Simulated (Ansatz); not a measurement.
Take BP in the zinc blende structure (space group F-43m, No. 216; a = 4.537 Å) as the base. Axes: x, y, z lie along the cube axes.

Structures relaxed with r2SCAN (Ansatz, a program for electronic structure; PAW; 500 eV plane waves; scalar-relativistic without spin-orbit coupling).

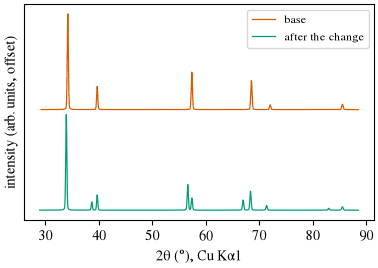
Figure: Simulated powder patterns before (top) and after one change

Question: Which change produced these results?
A. uniaxial strain ε_zz = +1.00 %
B. uniaxial strain ε_zz = +1.50 %
C. uniaxial strain ε_zz = +2.50 %

Answer: C, uniaxial strain ε_zz = +2.50 %. Its volume per atom is 11.96 Å³ against 11.67 Å³, and its space group is I-4m2 (No. 119).

No phonon test of stability was made.
